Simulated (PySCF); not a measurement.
CH4F2Si, SMILES C(F)[SiH2]F at its PBE/def2-SVP optimised geometry (Å):

```
8

F      1.4016    -1.4499     0.0113
C      1.0038    -0.1085     0.0000
Si    -0.8998    -0.1085     0.0000
F     -1.4214     1.4499     0.0000
H      1.4214     0.3946    -0.9018
H      1.4209     0.4102     0.8931
H     -1.4078    -0.7892    -1.2359
H     -1.4066    -0.7887     1.2365
```

Method: PBE/def2-TZVP run with PySCF 2.14.0.

Map of the electrostatic potential (hartree/e), clipped to [-0.08, 0.12] on the plane z = 1.0 Å:

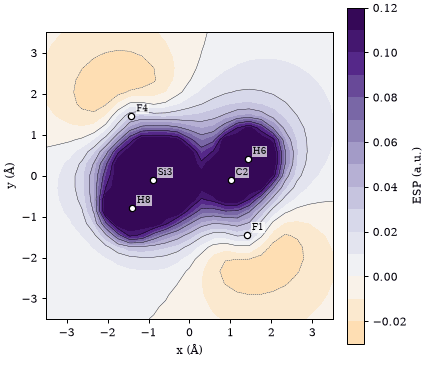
Electrostatic potential (hartree/e), clipped to [-0.08, 0.12] on the plane z = 1.0 Å.
